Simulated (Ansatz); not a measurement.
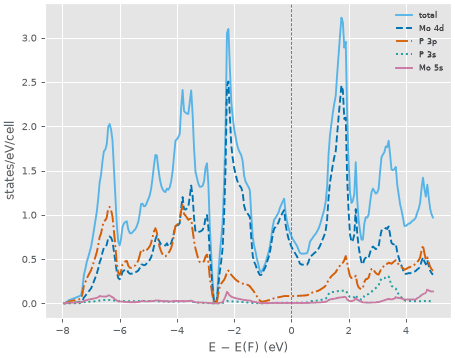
*Total and projected density of states of MoP in space group P-6m2 (No. 187; Mo on 1a, P on 1d), plane-wave PAW PBEsol (Ansatz code)*

Q: Which orbitals carry the states next to the Fermi level?

A: Within 0.5 eV of the Fermi level: Mo 4d 85 %, P 3p 10 %. Projections are on Löwdin-orthogonalised atomic valence shells; empty p or d shells of many metals are not among them.

Q: Where is the tallest occupied peak in this window, and what makes it?

A: Near -2.2 eV, about 3.1 states/eV per cell; the largest projected share is Mo 4d.

The cell was relaxed with PBEsol under the symmetry of its start. The run is not spin-polarised. Scalar-relativistic: spin–orbit coupling is off unless named, which matters more the heavier the elements.

Potentials: the earlier of the program's two PAW sets. The files were generated under PBE; for other functionals the program regenerates the frozen cores, and for LDA and PBEsol the local potential too.
